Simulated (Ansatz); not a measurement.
# SiHCl2 (SMILES Cl[SiH]Cl): UBCCD(T)/STO-3G

What is the vertical doublet–quartet gap of SiHCl2 at UBCCD(T)/STO-3G? 

The calculation is run with Ansatz 0.2.0.

68 further runs of the same task are left out: 9 that didn't finish, 59 set aside as unsound or not needed.

## (1) The structure to begin with

SiHCl2 has 4 atoms, charge 0, and is taken as a doublet. As SMILES, `Cl[SiH]Cl`. The coordinates come from a PBE0-D4/def2-TZVP relaxation.

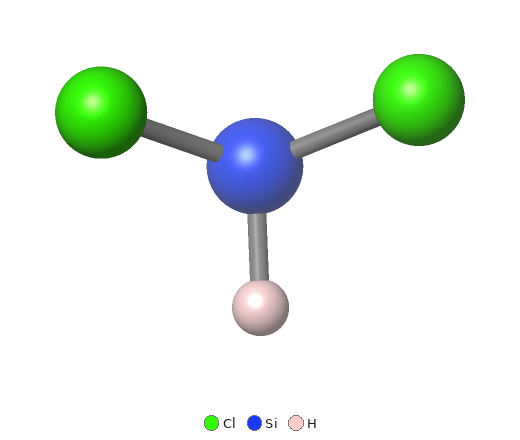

Viewed from a chosen angle; chlorine green, silicon blue, hydrogen pink.

## (2) The energy at UBCCD(T)/STO-3G

The input, job.yaml:

```yaml
crystal:
  periodic: [false, false, false]
  atoms:
    - {symbol: Cl, position_ang: [-1.646600, 0.177800, 0.889400]}
    - {symbol: Si, position_ang: [0.187600, -0.414200, 0.200000]}
    - {symbol: Cl, position_ang: [0.250900, -0.281300, -1.841700]}
    - {symbol: H, position_ang: [1.208200, 0.517700, 0.752400]}
basis:
  gaussian: {orbitals: STO-3G}
magnetization: {spin_polarized: true, initial_magnetization: 1}
correlation: {method: bccd_t, frozen_orbitals: {Cl: 5, H: 0, Si: 5}}
accuracy: high
scf: {omitted_lower_state_checks: [cluster_reference, increment]}
```

On the command line:

```bash
$ ansatz run job.yaml --threads 1 --pin off --max-ram 2610MiB --events-out events.jsonl --progress --plain --runs-dir runs
```

What it wrote, shortened:

```text
Warning: RAYON_NUM_THREADS=1 ignored (pool sized by the plan → 1); use --threads N
Functional definition: HF
  name "HF"
[...]
508 factors; integrals over basis functions are off by at most 1.7e-8 eV
[...]
mean field -32528.63130283 eV, -1195.4051516806 hartree, gradient 9.0e-8 eV, S^2 0.751869; 0 other end points of the search recorded, 0 dependent functions left out
15 core orbitals not correlated: weight in the atoms' cores, before any rotation towards them, 1.000 or more for the frozen orbitals, at most 0.000 for the correlated occupied ones
reference -32528.63130283 eV, -1195.4051516806 hartree; 10, 9 occupied and 3, 4 virtual orbitals, 508 factors
second order -0.95762492 eV of doubles, -0.00000000 eV of singles
cycle   1  -1.18233426 eV  change   -2.2e-1 eV  update   5.0e-2
[...]
cycle  19  -1.31291868 eV  change  -8.1e-10 eV  update   2.1e-9
perturbative correction -0.03868651 eV, -0.0014217030 hartree
Total energy: -32529.98290801 eV, -1195.4548222550 hartree
Checks for a lower state left out: cluster_reference, increment
```

It took 0.4 s on 1 thread of Arm Neoverse V2, shared host.

## (3) The quartet

The input, in.yaml:

```yaml
crystal:
  periodic: [false, false, false]
  atoms:
    - {symbol: Cl, position_ang: [-1.646600, 0.177800, 0.889400]}
    - {symbol: Si, position_ang: [0.187600, -0.414200, 0.200000]}
    - {symbol: Cl, position_ang: [0.250900, -0.281300, -1.841700]}
    - {symbol: H, position_ang: [1.208200, 0.517700, 0.752400]}
basis:
  gaussian:
    orbitals: STO-3G
magnetization:
  spin_polarized: true
  initial_magnetization: 3
correlation:
  method: bccd_t
  frozen_orbitals: {Cl: 5, H: 0, Si: 5}
accuracy: high
scf:
  omitted_lower_state_checks: [cluster_reference, increment]
```

On the command line:

```bash
$ ansatz run in.yaml --threads 1 --pin off --max-ram 2610MiB --events-out events.jsonl --progress --plain --runs-dir runs
```

What it wrote, shortened:

```text
Warning: RAYON_NUM_THREADS=1 ignored (pool sized by the plan → 1); use --threads N
[... 2 set-up lines as earlier in the session ...]
[...]
508 factors; integrals over basis functions are off by at most 1.7e-8 eV
[...]
mean field -32519.25358728 eV, -1195.0605269908 hartree, gradient 2.6e-8 eV, S^2 3.750878; 22 other end points of the search recorded, 0 dependent functions left out
15 core orbitals not correlated: weight in the atoms' cores, before any rotation towards them, 1.000 or more for the frozen orbitals, at most 0.000 for the correlated occupied ones
reference -32519.25358728 eV, -1195.0605269908 hartree; 11, 8 occupied and 2, 5 virtual orbitals, 508 factors
second order -0.64761096 eV of doubles, -0.00000000 eV of singles
cycle   1  -0.84754486 eV  change   -2.0e-1 eV  update   4.8e-2
[...]
cycle  65  -1.03212515 eV  change  -3.5e-10 eV  update   1.2e-9
perturbative correction -0.03463666 eV, -0.0012728737 hartree
Total energy: -32520.32034909 eV, -1195.0997297641 hartree
Checks for a lower state left out: cluster_reference, increment
```

Wall time 2 s (1 thread of Arm Neoverse V2, shared host).

## (4) What came out

Level: UBCCD(T)/STO-3G, 15 core orbitals frozen.

| quantity | value |
| --- | --- |
| doublet: total energy | -1195.45482 Eh |
| doublet: correlation energy (15 core orbitals frozen) | -49.7 mEh |
| doublet: (T) correction | -1.42 mEh |
| doublet: ⟨S²⟩ of the reference determinant | 0.752 |
| quartet: total energy | -1195.09973 Eh |
| quartet: correlation energy (15 core orbitals frozen) | -39.2 mEh |
| quartet: (T) correction | -1.27 mEh |
| quartet: ⟨S²⟩ of the reference determinant | 3.751 |
| vertical energy of the quartet above the doublet | 9.663 eV |

What this shows: At this shape the quartet lies 9.66 eV (932 kJ/mol) above the doublet. In a minimal basis such a difference can be off by several eV, whatever the method. The triples (doublet) make up 2.9 % of the correlation energy. The triples (quartet) make up 3.2 % of the correlation energy.
